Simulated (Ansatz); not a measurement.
```yaml
atoms:
  - { symbol: C, position_ang: [0.8605, 0.1164, 1.0972] }
  - { symbol: Al, position_ang: [-0.8700, -0.5480, -1.2255] }
  - { symbol: Cu, position_ang: [-2.1966, -1.0567, -3.0091] }
  - { symbol: N, position_ang: [0.1286, -0.1641, 0.1156] }
  - { symbol: H, position_ang: [0.7807, 1.0828, 1.6309] }
  - { symbol: H, position_ang: [1.6236, -0.5881, 1.4800] }
```

Geometry: PBE0-D3(BJ)/def2-SVP.

All numbers below come from isolated molecule in a Gaussian basis; Kohn-Sham density functional theory, functional PBE0 (Ansatz 0.2.0).

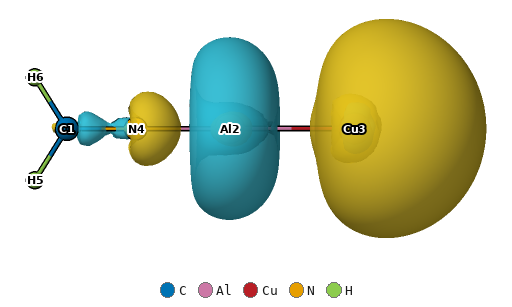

CH₂AlCuN (SMILES C=[N][Al+][Cu]) (charge +1). The LUMO at ±0.08 Å⁻³ᐟ² (yellow and cyan are the two phases), seen across its widest extent.

> Describe this orbital and give its energy.

Its weight (Hirshfeld) is mainly on Cu3 (about 75 %) and Al2 (about 25 %). Its energy is −6.93 eV.
